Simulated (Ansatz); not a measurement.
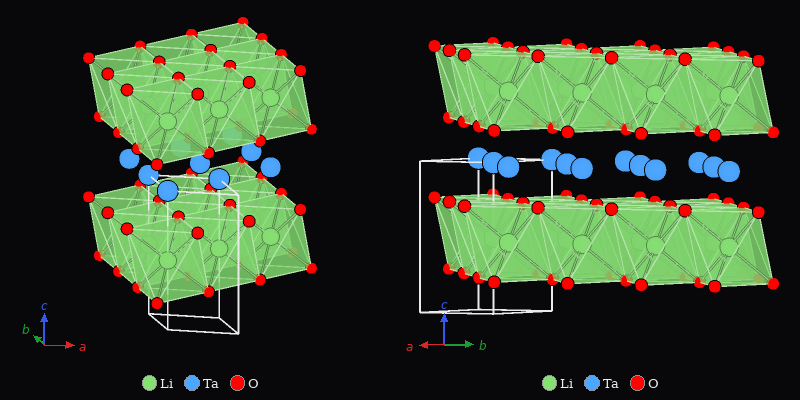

Polyhedra are drawn about Li (bonds: Li–O below 2.4 Å); other atoms are plain spheres. Two views of the same piece.

The compound is LiTaO2 (space group P-3m1, No. 164), taken as the end point of a relaxation with Ansatz 0.2.0, DFT PBE, scalar-relativistic, plane waves, PAW; the starting structure was generated, so it need not be a known form of this composition.

> What figure surrounds each Li atom, and what does it share with the other drawn polyhedra?

Li: LiO6 octahedron, sharing edges with six neighbours.

> How do these polyhedra hang together as a whole?

They form layers of edge-sharing octahedra parallel to (001). Their corner atoms also have Ta as close neighbours (those links are not drawn).
